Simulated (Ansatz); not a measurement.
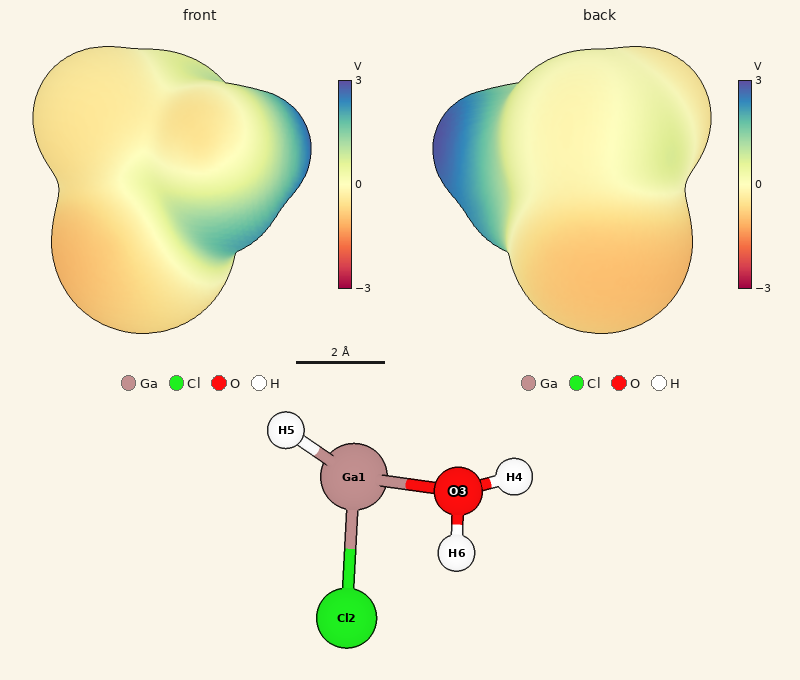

The picture shows: ClGaH3O (doublet). The molecular electrostatic potential painted on the density surface at 0.001 e/bohr³, seen from the front and from behind; red is negative and blue positive. The bare structure is drawn below in the same view.

Method: UKS CAM-B3LYP-D4/def2-SVP in Ansatz.

Input file:

```
crystal:
  periodic: [false, false, false]
  atoms:
    - { symbol: Ga, position_ang: [-0.254643, -0.657374, -0.473274] }
    - { symbol: Cl, position_ang: [-0.111867, -0.726554, 2.959751] }
    - { symbol: O, position_ang: [1.417135, -0.00363, -0.574624] }
    - { symbol: H, position_ang: [2.123435, -0.646434, -0.711204] }
    - { symbol: H, position_ang: [-1.327166, 0.514342, -0.254269] }
    - { symbol: H, position_ang: [0.193606, 0.56775, 2.97372] }
magnetization:
  spin_polarized: true
  initial_magnetization: 1
basis:
  gaussian: { orbitals: def2-SVP }
hamiltonian:
  xc: cam_b3lyp
  dispersion: d4
relax:
  f_tol: 0.03
  max_steps: 50
output:
  orbitals: {}
```

Run with:

```sh
ansatz run input.yaml --threads 4 --pin off --max-ram 5120MiB --backend cpu --events-out ev --progress --plain --runs-dir out
```

The fields are those of the run's last geometry, not of the input's.

Where is the surface potential most negative and most positive?

Answer. The most negative region (about −1.0 V, or −23 kcal/mol for a unit charge) lies over Cl2, the most positive (about +2.8 V, or +65 kcal/mol for a unit charge) over H4.
